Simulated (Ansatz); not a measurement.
# CHSi (doublet): B2PLYP, PBE-QIDH over a scan of the distance C2–H3, 6-31G

Aim: run CHSi (doublet) with these functionals over a scan of the distance C2–H3, and hold them against the top wave-function level at the same points.

Program: Ansatz 0.2.0, Gaussian basis. Level of theory: 6-31G, all electrons in the functionals, frozen cores in the correlation of double hybrids and RPA. These are calculated values, not measurements.

The runs, in order: B2PLYP, PBE-QIDH, at 0.851 Å; 0.983 Å; 1.079 Å; 1.209 Å; 1.302 Å; 1.501 Å; 1.698 Å; 1.976 Å; 2.399 Å; 2.880 Å; 3.579 Å.

19 further runs of the same task are left out: 1 for a mislabelled method, 1 for a known fault of the program, 9 that didn't finish, 8 set aside as unsound or not needed.

## 1. The system

The geometry derives from a PBE0/def2-TZVP stationary point (not a proven minimum). One bond is set to the value named and the two fragments are kept rigid.

3 atoms, charge 0, spin multiplicity 2.

Atoms are counted from 1 here; the program's logs count them from 0.

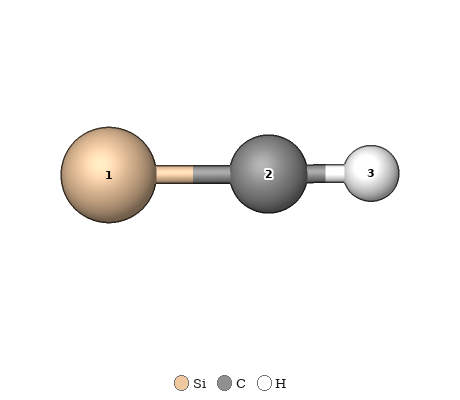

The geometry (silicon light orange, carbon grey, hydrogen white); atoms are numbered from 1 in the order of the file.

No dispersion term is added.

The geometry shown and the zero of energy belong to the point 1.079 Å. The yardstick, FCI, and other wave-function levels (R restricted, U unrestricted, valence and pair active spaces) come from earlier runs.

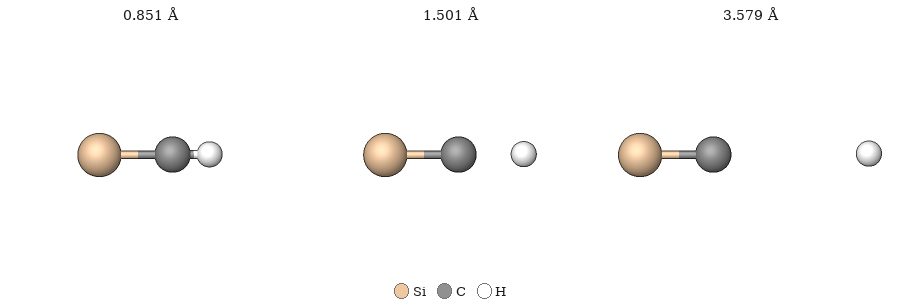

Three points of the scan; sticks are drawn by distance.

## 2. B2PLYP, 0.851 Å

in.yaml reads:

```yaml
crystal:
  periodic: [false, false, false]
  atoms:
    - {symbol: Si, position_ang: [0.000000, 0.000000, 1.405301]}
    - {symbol: C, position_ang: [0.000000, 0.000000, -0.277150]}
    - {symbol: H, position_ang: [0.000000, 0.000000, -1.128150]}
basis:
  gaussian: {orbitals: 6-31G}
magnetization: {spin_polarized: true, initial_magnetization: 1}
hamiltonian: {xc: {name: B2PLYP}}
correlation: {electrons: outside_noble_gas}
```

Run with:

```sh
> ansatz run in.yaml --threads 1 --pin off --events-out ev --progress --plain --max-ram 2393MiB
```

The runs that follow: B2PLYP, 0.983 Å; B2PLYP, 1.079 Å; B2PLYP, 1.209 Å; B2PLYP, 1.302 Å; B2PLYP, 1.501 Å; B2PLYP, 1.698 Å; B2PLYP, 1.976 Å; B2PLYP, 2.399 Å; B2PLYP, 2.880 Å; B2PLYP, 3.579 Å; PBE-QIDH, 0.851 Å; PBE-QIDH, 0.983 Å; PBE-QIDH, 1.079 Å; PBE-QIDH, 1.209 Å; PBE-QIDH, 1.302 Å; PBE-QIDH, 1.501 Å; PBE-QIDH, 1.698 Å; PBE-QIDH, 1.976 Å; PBE-QIDH, 2.399 Å; PBE-QIDH, 2.880 Å; PBE-QIDH, 3.579 Å.

**Question.** What will the summary of the whole plan be? Wanted: span of the FCI curve; largest miss, B2PLYP; largest miss, PBE-QIDH.

**Answer**, as computed:

| quantity | value |
| --- | --- |
| span of the FCI curve | 98.6 kcal/mol |
| largest miss, B2PLYP | +14.6 kcal/mol (1.976 Å) |
| largest miss, PBE-QIDH | +17.5 kcal/mol (1.976 Å) |

What this shows: Of the functionals, B2PLYP keep the smallest largest miss at the points compared (at most 14.6 kcal/mol) and PBE-QIDH strays most (17.5 kcal/mol, at 1.976 Å). B2PLYP, PBE-QIDH clearly break the spin symmetry at some points (⟨S²⟩ up to 1.29 above the pure value), so energy there is bought with a mixed spin. Functionals and the yardstick converge differently with the basis, so part of each miss in 6-31G is the basis.
